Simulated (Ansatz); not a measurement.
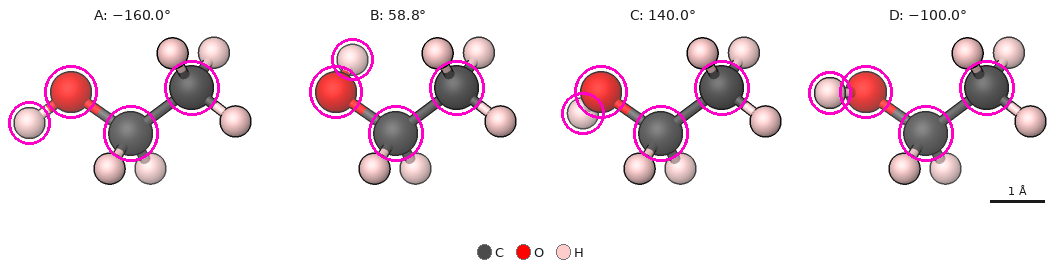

Energy scan for C2H6O, in which one C–C–O–H dihedral angle is varied, with the rest of the molecule carried along rigidly. The picture is a ball-and-stick view, seen at a tilt. The ringed atoms are those of the scanned coordinate.

Single-point energies from Ansatz with CCSD(T) in the def2-TZVPP basis, on geometries moved rigidly from the minimum at PBE0-D4/def2-TZVP. Coupled cluster with a frozen core. Energies are counted from the PBE0-D4/def2-TZVP minimum geometry at the same level.

**Rank the frames from lowest to highest energy.**

Lowest first: B (the dihedral 58.8°, 0.0 kJ/mol), A (the dihedral −160.0°, 6.1 kJ/mol), C (the dihedral 140.0°, 6.7 kJ/mol), D (the dihedral −100.0°, 8.1 kJ/mol). Over the whole scan: the lowest computed point lies at the dihedral 58.8° (0.0 kJ/mol). Further local minima among the points: −40.0° (5.7 kJ/mol). Local maxima lie at −130.0° (8.3 kJ/mol), −10.0° (6.9 kJ/mol), 140.0° (6.7 kJ/mol). The highest point, at −130.0°, lies 8.3 kJ/mol above the lowest and gives an upper estimate of the barrier to rotation, since the rotor is rigid.
